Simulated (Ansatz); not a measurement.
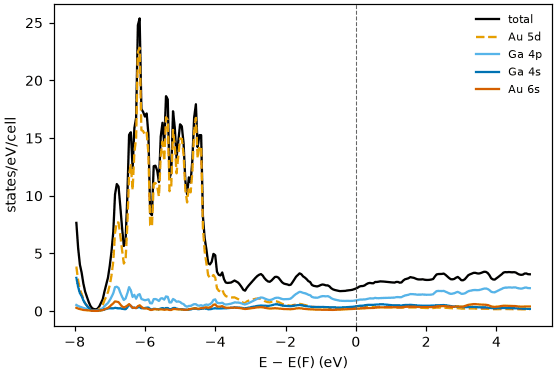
*Total and projected density of states of GaAu in space group Pnma (No. 62; Ga on 4c, Au on 4c), plane-wave PAW r²SCAN (Ansatz code)*

Task: Which orbitals carry the states next to the Fermi level?

Result: Within 0.5 eV of the Fermi level: Ga 4p 48 %, Ga 4s 21 %, Au 5d 15 %, Au 6s 10 %, outside the projected shells 5 %. Projections are on Löwdin-orthogonalised atomic valence shells; empty p or d shells of many metals are not among them.

Task: Where is the tallest occupied peak in this window, and what makes it?

Result: Near -6.2 eV, about 25 states/eV per cell; the largest projected share is Au 5d.

The workflow started from a Materials Project entry (that database holds measured and hypothetical structures alike); the Crystallography Open Database files this formula in space group No. 62, but the cells were not matched. Its standing as an ambient phase is unchecked. The r²SCAN relaxation kept the symmetry of its start; its stability against distortions is not shown here. Spin–orbit coupling is left out wherever it is not named.

Potentials: the earlier of the program's two PAW sets.
